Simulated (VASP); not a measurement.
# Lattice of SnSe2 across functionals and dispersion corrections, part 3 of 3

How close do the usual functionals, with and without dispersion, come to the cell of SnSe2? The start is a cell from a database of measured crystal structures.

VASP 6.6.1, plane waves and PAW; the level of theory is named at each step.

So far. Step 4 (Relaxation with PBE): It ends at 30.22 Å³/atom, +17.5 % from the start, with 0.00 GPa left. The conventional cell has a = 3.877 and c = 6.963 Å. That is far more than a functional's usual error. Step 5 (Relaxation with r2SCAN): It ends at 27.91 Å³/atom, +8.5 % from the start, with 0.00 GPa left. The conventional cell has a = 3.845 and c = 6.538 Å.

## (6) Relaxation with PBE + D3(BJ)

This step: PBE with D3(BJ); plane waves and PAW (Sn_d, Se) (VASP 6.6.1).

A dispersion term adds the long-range attraction that semilocal functionals lack. D3 with Becke-Johnson damping keeps a finite attraction at short range.

INCAR

```
SYSTEM = SnSe2
PREC = Accurate
ENCUT = 520
EDIFF = 1E-06
NELM = 100
ISMEAR = -1
SIGMA = 0.05
LREAL = .FALSE.
ALGO = Normal
GGA = PE
IVDW = 12
NBANDS = 19
LORBIT = 11
LWAVE = .FALSE.
LCHARG = .FALSE.
KPAR = 4
IBRION = 2
NSW = 60
ISIF = 3
EDIFFG = -0.01
```

POSCAR

```
SnSe2
1.0
    3.8110000000      0.0000000000      0.0000000000
   -1.9055000000      3.3004228138      0.0000000000
    0.0000000000      0.0000000000      6.1360000000
Sn Se
1 2
Direct
    0.0000000000      0.0000000000      0.0000000000
    0.3333333333      0.6666666667      0.2490000000
    0.6666666667      0.3333333333      0.7510000000
```

KPOINTS

```
Automatic mesh
0
Gamma
6 6 3
0 0 0
```

Potentials, in the order of the species: Sn_d and Se (PBE family, release 64).

Run with:

```bash
$ mpirun -np 4 vasp_std
```

Output:

```text
[... set-up lines as in an earlier step ...]
 entering main loop
       N       E                     dE             d eps       ncg     rms          rms(c)
[... 13 cycles as in an earlier step ...]
   1 F= -.12810913E+02 E0= -.12810890E+02  d E =-.128109E+02
[... from here on, the cycles between the ionic steps are left out ...]
   2 F= -.12829389E+02 E0= -.12829239E+02  d E =-.184756E-01
   3 F= -.12861957E+02 E0= -.12861899E+02  d E =-.510441E-01
   4 F= -.12861957E+02 E0= -.12861900E+02  d E =-.510439E-01
   5 F= -.12864994E+02 E0= -.12864926E+02  d E =-.303641E-02
   6 F= -.12866247E+02 E0= -.12866164E+02  d E =-.428923E-02
   7 F= -.12866322E+02 E0= -.12866234E+02  d E =-.436427E-02
   8 F= -.12867407E+02 E0= -.12867316E+02  d E =-.108570E-02
   9 F= -.12869762E+02 E0= -.12869655E+02  d E =-.344038E-02
  10 F= -.12870244E+02 E0= -.12870061E+02  d E =-.392244E-02
  11 F= -.12870767E+02 E0= -.12870629E+02  d E =-.444562E-02
  12 F= -.12871392E+02 E0= -.12871252E+02  d E =-.624724E-03
  13 F= -.12871775E+02 E0= -.12871629E+02  d E =-.100756E-02
  14 F= -.12871777E+02 E0= -.12871631E+02  d E =-.101001E-02
[...]
reached required accuracy - stopping structural energy minimisation
```

Run time: 69 s. Hardware: 4 MPI ranks of AMD EPYC 7R43, shared host; peak memory 0.72 GiB.

OUTCAR, selected parts (step 6):

```text
 Edisp (eV)   -1.07769

 Edisp (eV)   -1.07830

  Total       0.01710     0.01710    -0.00839     0.00000     0.00000     0.00000
  in kB       0.35300     0.35300    -0.17318     0.00000     0.00000     0.00000
  external pressure =        0.18 kB  Pullay stress =        0.00 kB

 POSITION                                       TOTAL-FORCE (eV/Angst)
 -----------------------------------------------------------------------------------
      0.00000      0.00000      0.00000         0.000000      0.000000      0.000000
     -0.00000      2.21658      1.59308         0.000000     -0.000000     -0.007223
      1.91962      1.10829      4.48764        -0.000000      0.000000      0.007223
 -----------------------------------------------------------------------------------
    total drift:                               -0.000000      0.000000      0.000000

  FREE ENERGIE OF THE ION-ELECTRON SYSTEM (eV)
  ---------------------------------------------------
  free  energy   TOTEN  =       -12.8717772004 eV

  energy  without entropy=      -12.8714849687  energy(sigma->0) =      -12.87163108

[... 2 parts as in an earlier step ...]

[... 2 further parts left out ...]
[key lines of the parts left out:]
E-fermi :   4.4647
```

It ends at 25.87 Å³/atom, +0.6 % from the start, with 0.02 GPa left. The conventional cell has a = 3.839 and c = 6.081 Å. Against plain PBE, the dispersion term moves a by -1.0 % and c by -12.7 %.

## (7) Relaxation with r2SCAN + rVV10

This step: r2SCAN with rVV10; plane waves and PAW (Sn_d, Se) (VASP 6.6.1).

LUSE_VDW switches on a nonlocal correlation term for dispersion.

INCAR: that of step 6 with these lines changed.

```diff
@@ -9,4 +9,8 @@
 ALGO = Normal
-GGA = PE
-IVDW = 12
+METAGGA = R2SCAN
+LUSE_VDW = .TRUE.
+IVDW_NL = 2
+BPARAM = 11.95
+CPARAM = 0.0093
+LASPH = .TRUE.
 NBANDS = 19
```

POSCAR is that of step 6.

KPOINTS is that of step 6.

Run with:

```bash
$ mpirun -np 4 vasp_std
```

Output:

```text
[banner, memory and clock lines left out]
running    4 mpi-ranks, on    1 nodes
[...]
|                                                                             |
|               ----> ADVICE to this user running VASP <----                  |
|                                                                             |
|     You have switched on vdW-DFT.                                           |
|     This routine was written and supplied by Jiri Klimes. We recommend      |
|     that you carefully read and cite the following publications:            |
|       J. Klimes, D.R. Bowler, A. Michelides                                 |
|          J. Phys.: Cond Matt. 22 022201 (2010)                              |
|       J. Klimes, D.R. Bowler, A. Michelides                                 |
|          Phys. Rev. B. 83, 195131 (2011)                                    |
|     and references therein.                                                 |
|                                                                             |

[...]
Total rVV10 correction in eV:      0.6416315    29.3807395
Total rVV10 correction in eV:      0.6416315    29.3807395
Total rVV10 correction in eV:      0.6416315    29.3807395
Total rVV10 correction in eV:      0.6416315    29.3807395
DAV:  13    -0.539290176638E+02   -0.26763E-06   -0.61194E-07   404   0.559E-03
Total rVV10 correction in eV:      0.6416353    29.3807395
Total rVV10 correction in eV:      0.6416353    29.3807395
Total rVV10 correction in eV:      0.6416353    29.3807395
Total rVV10 correction in eV:      0.6416353    29.3807395
Total rVV10 correction in eV:      0.6416369    29.3807395
Total rVV10 correction in eV:      0.6416369    29.3807395
Total rVV10 correction in eV:      0.6416369    29.3807395
Total rVV10 correction in eV:      0.6416369    29.3807395
   1 F= -.53929018E+02 E0= -.53929016E+02  d E =-.539290E+02
[... from here on, the cycles between the ionic steps are left out ...]
   2 F= -.53933243E+02 E0= -.53933233E+02  d E =-.422504E-02
   3 F= -.53961602E+02 E0= -.53961598E+02  d E =-.325838E-01
   4 F= -.53961600E+02 E0= -.53961596E+02  d E =-.325822E-01
   5 F= -.53962833E+02 E0= -.53962829E+02  d E =-.123323E-02
   6 F= -.53963017E+02 E0= -.53963013E+02  d E =-.141745E-02
[...]
reached required accuracy - stopping structural energy minimisation
```

Elapsed: 6.2 min, on 4 MPI ranks; peak memory 1.3 GiB; 25 min of CPU time.

OUTCAR, selected parts (step 7):

```text
  Total        0.0112596      0.0112596      0.0191427      0.0000000      0.0000000      0.0000000
  in kB        0.2268981      0.2268981      0.3857553      0.0000000      0.0000000      0.0000000
  external PRESSURE =       0.2798505 kB  Pullay stress =       0.0000000 kB

 POSITION                                       TOTAL-FORCE (eV/Angst)
 -----------------------------------------------------------------------------------
      0.00000      0.00000      0.00000        -0.000000     -0.000000      0.000000
     -0.00000      2.21159      1.57576        -0.000000      0.000000     -0.002624
      1.91529      1.10579      4.68087         0.000000     -0.000000      0.002624
 -----------------------------------------------------------------------------------
    total drift:                                0.000000      0.000000     -0.000000

  FREE ENERGIE OF THE ION-ELECTRON SYSTEM (eV)
  ---------------------------------------------------
  free  energy   TOTEN  =       -53.9630172864 eV

  energy  without entropy=      -53.9630085763  energy(sigma->0) =      -53.96301293

[... 2 parts as in an earlier step ...]

[... 2 further parts left out ...]
[key lines of the parts left out:]
E-fermi :   4.0131
```

It ends at 26.50 Å³/atom, +3.0 % from the start, with 0.03 GPa left. The conventional cell has a = 3.831 and c = 6.257 Å. Against plain r2SCAN, the dispersion term moves a by -0.4 % and c by -4.3 %.

## (8) Relaxation with AM05

This step: AM05; plane waves and PAW (Sn_d, Se) (VASP 6.6.1).

AM05 is built from the electron gas and the surface model, and does well on lattice constants.

INCAR: that of step 7 with these lines changed.

```diff
@@ -9,8 +9,3 @@
 ALGO = Normal
-METAGGA = R2SCAN
-LUSE_VDW = .TRUE.
-IVDW_NL = 2
-BPARAM = 11.95
-CPARAM = 0.0093
-LASPH = .TRUE.
+GGA = AM
 NBANDS = 19
```

POSCAR is that of step 7.

KPOINTS is that of step 7.

Run with:

```bash
$ mpirun -np 4 vasp_std
```

Output:

```text
[... set-up lines as in an earlier step ...]
 entering main loop
       N       E                     dE             d eps       ncg     rms          rms(c)
DAV:   1     0.210931684073E+03    0.21093E+03   -0.12276E+04   664   0.157E+03
DAV:   2     0.125156567420E+02   -0.19842E+03   -0.19208E+03   673   0.398E+02
DAV:   3    -0.115631951821E+02   -0.24079E+02   -0.23636E+02   789   0.121E+02
DAV:   4    -0.124262254666E+02   -0.86303E+00   -0.86078E+00   771   0.239E+01
[...]
DAV:  12    -0.121626089755E+02   -0.15736E-05   -0.22841E-06   736   0.117E-02    0.566E-03
DAV:  13    -0.121626106365E+02   -0.16610E-05   -0.41546E-06   652   0.121E-02    0.243E-03
DAV:  14    -0.121626106896E+02   -0.53094E-07   -0.72216E-08   446   0.203E-03
   1 F= -.12162611E+02 E0= -.12162579E+02  d E =-.121626E+02
[... from here on, the cycles between the ionic steps are left out ...]
   2 F= -.12176940E+02 E0= -.12176815E+02  d E =-.143296E-01
   3 F= -.12198339E+02 E0= -.12198278E+02  d E =-.357283E-01
   5 F= -.12202359E+02 E0= -.12202271E+02  d E =-.402046E-02
   7 F= -.12206918E+02 E0= -.12206850E+02  d E =-.455834E-02
   9 F= -.12208243E+02 E0= -.12208191E+02  d E =-.588371E-02
  11 F= -.12209638E+02 E0= -.12209587E+02  d E =-.139513E-02
  13 F= -.12214295E+02 E0= -.12214246E+02  d E =-.605190E-02
  15 F= -.12217668E+02 E0= -.12217625E+02  d E =-.942512E-02
  17 F= -.12218408E+02 E0= -.12218365E+02  d E =-.724762E-03
  19 F= -.12219706E+02 E0= -.12219664E+02  d E =-.202260E-02
  21 F= -.12220764E+02 E0= -.12220719E+02  d E =-.486506E-03
  23 F= -.12221151E+02 E0= -.12221104E+02  d E =-.180816E-03
  25 F= -.12221315E+02 E0= -.12221272E+02  d E =-.345497E-03
  26 F= -.12221409E+02 E0= -.12221370E+02  d E =-.941420E-04
  27 F= -.12221410E+02 E0= -.12221370E+02  d E =-.951217E-04
[...]
reached required accuracy - stopping structural energy minimisation
```

It took 3.9 min on 4 MPI ranks; peak memory 0.76 GiB; 16 min of CPU time.

Parts of OUTCAR (step 8):

```text
  Total       -0.0281999     -0.0281999      0.0185011     -0.0000000     -0.0000000      0.0000000
  in kB       -0.4886937     -0.4886937      0.3206175     -0.0000000     -0.0000000      0.0000000
  external PRESSURE =      -0.2189233 kB  Pullay stress =       0.0000000 kB

 POSITION                                       TOTAL-FORCE (eV/Angst)
 -----------------------------------------------------------------------------------
      0.00000      0.00000      0.00000        -0.000000     -0.000000      0.000000
     -0.00000      2.20571      1.57920         0.000000     -0.000000      0.001623
      1.91020      1.10285      5.73511        -0.000000      0.000000     -0.001623
 -----------------------------------------------------------------------------------
    total drift:                               -0.000000      0.000000      0.000000

  FREE ENERGIE OF THE ION-ELECTRON SYSTEM (eV)
  ---------------------------------------------------
  free  energy   TOTEN  =       -12.2214103866 eV

  energy  without entropy=      -12.2213299878  energy(sigma->0) =      -12.22137019

[... 2 parts as in an earlier step ...]

[... 2 further parts left out ...]
[key lines of the parts left out:]
E-fermi :   2.7709
```

The bonds form layers, held to each other by dispersion, which AM05 lacks, so the spacing between them is unreliable.

It ends at 30.82 Å³/atom, +19.8 % from the start, with -0.02 GPa left. The conventional cell has a = 3.820 and c = 7.314 Å. That is far more than a functional's usual error.

## (9) Relaxation with vdW-DF-cx

This step: vdW-DF-cx; plane waves and PAW (Sn_d, Se) (VASP 6.6.1).

vdW-DF-cx takes its exchange from the same plasmon model as its correlation.

INCAR: that of step 8 with these lines changed.

```diff
@@ -9,3 +9,6 @@
 ALGO = Normal
-GGA = AM
+GGA = CX
+AGGAC = 0
+LUSE_VDW = .TRUE.
+LASPH = .TRUE.
 NBANDS = 19
```

POSCAR is that of step 8.

KPOINTS is that of step 8.

Run with:

```bash
$ mpirun -np 4 vasp_std
```

Output:

```text
[banner, memory and clock lines left out]
running    4 mpi-ranks, on    1 nodes
[...]
[... a notice as in an earlier step ...]

 [... a notice as in an earlier step ...]

 LDA part: xc-table for (Slater+PW92), standard interpolation
 POSCAR, INCAR and KPOINTS ok, starting setup
[...]
entering main loop
       N       E                     dE             d eps       ncg     rms          rms(c)
DAV:   1     0.217448243106E+03    0.21745E+03   -0.12274E+04   664   0.157E+03
DAV:   2     0.189902973128E+02   -0.19846E+03   -0.19212E+03   673   0.398E+02
DAV:   3    -0.510829740841E+01   -0.24099E+02   -0.23659E+02   789   0.121E+02
DAV:   4    -0.597181061354E+01   -0.86351E+00   -0.86128E+00   771   0.239E+01
[...]
DAV:  10    -0.572292359182E+01   -0.13205E-04   -0.10918E-04   860   0.756E-02    0.336E-02
DAV:  11    -0.572295578912E+01   -0.32197E-04   -0.43020E-05   691   0.387E-02    0.600E-03
DAV:  12    -0.572295667879E+01   -0.88966E-06   -0.20226E-06   688   0.113E-02
   1 F= -.57229567E+01 E0= -.57229170E+01  d E =-.572296E+01
[... from here on, the cycles between the ionic steps are left out ...]
   2 F= -.57417499E+01 E0= -.57415025E+01  d E =-.187932E-01
   3 F= -.57739151E+01 E0= -.57738176E+01  d E =-.509584E-01
   4 F= -.57739147E+01 E0= -.57738193E+01  d E =-.509580E-01
   5 F= -.57770558E+01 E0= -.57769405E+01  d E =-.314105E-02
   6 F= -.57779894E+01 E0= -.57778498E+01  d E =-.407471E-02
   7 F= -.57780231E+01 E0= -.57778767E+01  d E =-.410837E-02
   8 F= -.57784906E+01 E0= -.57783403E+01  d E =-.467480E-03
   9 F= -.57795503E+01 E0= -.57793865E+01  d E =-.152722E-02
  10 F= -.57801460E+01 E0= -.57799429E+01  d E =-.212290E-02
  11 F= -.57802753E+01 E0= -.57800716E+01  d E =-.129274E-03
  12 F= -.57806001E+01 E0= -.57803934E+01  d E =-.454124E-03
  13 F= -.57809584E+01 E0= -.57807426E+01  d E =-.812381E-03
  14 F= -.57809878E+01 E0= -.57807666E+01  d E =-.841809E-03
  15 F= -.57810442E+01 E0= -.57808273E+01  d E =-.563784E-04
  16 F= -.57811566E+01 E0= -.57809522E+01  d E =-.168823E-03
  17 F= -.57811227E+01 E0= -.57809407E+01  d E =-.134938E-03
  18 F= -.57811847E+01 E0= -.57809893E+01  d E =-.196908E-03
[...]
reached required accuracy - stopping structural energy minimisation
```

Wall time 10 min (4 MPI ranks); peak memory 1.6 GiB; 40 min of CPU time.

From OUTCAR (step 9):

```text
  Total        0.0201087      0.0201087      0.0144132      0.0000000     -0.0000000      0.0000000
  in kB        0.4128943      0.4128943      0.2959469      0.0000000     -0.0000000      0.0000000
  external PRESSURE =       0.3739118 kB  Pullay stress =       0.0000000 kB

 POSITION                                       TOTAL-FORCE (eV/Angst)
 -----------------------------------------------------------------------------------
      0.00000      0.00000      0.00000        -0.000000      0.000000     -0.000000
     -0.00000      2.21352      1.59532        -0.000000      0.000000     -0.000980
      1.91697      1.10676      4.53435         0.000000     -0.000000      0.000980
 -----------------------------------------------------------------------------------
    total drift:                                0.000000      0.000000     -0.000000

  FREE ENERGIE OF THE ION-ELECTRON SYSTEM (eV)
  ---------------------------------------------------
  free  energy   TOTEN  =        -5.7811846977 eV

  energy  without entropy=       -5.7807939951  energy(sigma->0) =       -5.78098935

[... 2 parts as in an earlier step ...]

[... 2 further parts left out ...]
[key lines of the parts left out:]
E-fermi :   4.2769
```

It ends at 26.01 Å³/atom, +1.1 % from the start, with 0.04 GPa left. The conventional cell has a = 3.834 and c = 6.130 Å.

## (10) The cells as a table

This step: relaxed cells at several levels; plane waves and PAW (VASP 6.6.1).

Derived from the runs above.

Lengths are those of the conventional cell; cost is the wall time of each run, as given at its step, times its ranks, without the set-up around it. Results by level, by row:

```csv
level,volume (Å³/atom),change from the start (%),a (Å),c (Å),cost (core minutes)
LDA,25.04,-2.7,3.804,5.992,6.53
PBEsol,26.41,2.7,3.819,6.272,3.8
PBE,30.22,17.5,3.877,6.963,8.07
r2SCAN,27.91,8.5,3.845,6.538,21.1
PBE + D3(BJ),25.87,0.6,3.839,6.081,4.6
r2SCAN + rVV10,26.5,3,3.831,6.257,24.8
AM05,30.82,19.8,3.82,7.314,15.7
vdW-DF-cx,26.01,1.1,3.834,6.13,40.4
```

## (11) What came out

```
volume, LDA            : 25.04 Å³/atom
volume, PBEsol         : 26.41 Å³/atom
volume, PBE            : 30.22 Å³/atom
volume, r2SCAN         : 27.91 Å³/atom
volume, PBE + D3(BJ)   : 25.87 Å³/atom
volume, r2SCAN + rVV10 : 26.50 Å³/atom
volume, AM05           : 30.82 Å³/atom
volume, vdW-DF-cx      : 26.01 Å³/atom
```

For SnSe2 the levels give volumes between 25.04 Å³/atom (LDA) and 30.82 Å³/atom (AM05), a spread of 23.1 %, while the cost of the finished runs spans a factor of 11. Within 1 % of experiment on every length: PBE + D3(BJ) and vdW-DF-cx. The nearest, vdW-DF-cx, took 8.8 times the core time of PBE + D3(BJ) and lowers the largest miss from 0.85 to 0.62 %. Thermal and zero-point expansion, often some tenths of a per cent in length, bear on this order: with the measured lengths lowered by an assumed 0.4 % the nearest is still vdW-DF-cx. The costs hold the number of ionic steps as well as the price of the functional. The closing table has room for seven levels; r2SCAN + rVV10 stands in the table of levels alone. Adding D3(BJ) to PBE changes the volume by -14.4 % (a by -1.0 % and c by -12.7 %). Adding rVV10 to r2SCAN changes the volume by -5.0 % (a by -0.4 % and c by -4.3 %). The bonds form layers, and the correction acts mostly on one axis: the spacing that dispersion holds. Within 0.02 Å all end in space group P-3m1; the runs can't lower the symmetry of the start. Each is a single relaxation on the plane waves of the start cell, so larger changes of volume carry a basis-set error that was not tested here.

Computed beside measured:

| quantity | measured | LDA | PBEsol | PBE | r2SCAN | PBE + D3(BJ) | AM05 | vdW-DF-cx |
| --- | --- | --- | --- | --- | --- | --- | --- | --- |
| lattice constant a (Å) | 3.81043 | 3.804 (-0.2 %) | 3.819 (+0.2 %) | 3.877 (+1.8 %) | 3.845 (+0.9 %) | 3.839 (+0.8 %) | 3.820 (+0.3 %) | 3.834 (+0.6 %) |
| lattice constant c (Å) | 6.13279 | 5.992 (-2.3 %) | 6.272 (+2.3 %) | 6.963 (+13.5 %) | 6.538 (+6.6 %) | 6.081 (-0.8 %) | 7.314 (+19.3 %) | 6.130 (-0.1 %) |

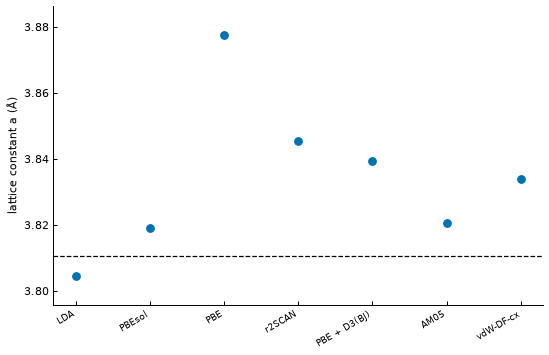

The lattice constant a by level; the dashed line is the measured value.

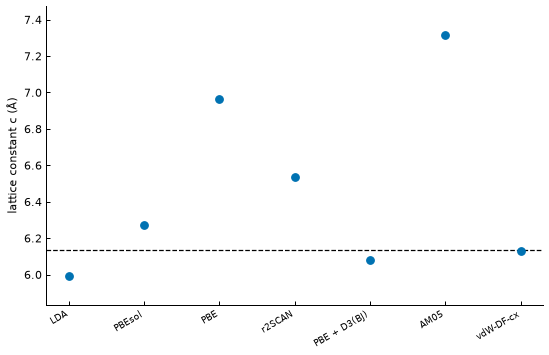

The lattice constant c by level; the dashed line is the measured value.

Measured values from pmc:4726434 (2016).

Verdict: For the lattice constant a, of the levels listed nearest comes LDA (-0.2 %, good agreement) and farthest PBE (+1.8 %, a clear miss). For the lattice constant c, of the levels listed nearest comes vdW-DF-cx (-0.1 %, good agreement) and farthest AM05 (+19.3 %, a clear miss). The grades are ours: good and fair within 0.7 and 1.5 % for the lattice constant a and 0.8 and 2 % for the lattice constant c. Zero-point motion and thermal expansion are not in the computed lattice constants.

[Lines on the potential files, build, host, timing and source positions are cut from VASP's logs without a mark.]

[Logs are printed without paths, hosts, clocks, repeated set-up lines and the standing remarks that a program may print on its own settings, such as how far it seeks lower states.]

[Hosts, paths, dates, database ids (printed as entryN), source tags and the programs' standing remarks are cut or masked in the printed files.]

[Measured values are set beside computed ones only where the two were judged alike; some that the calculation misses by far are left out.]
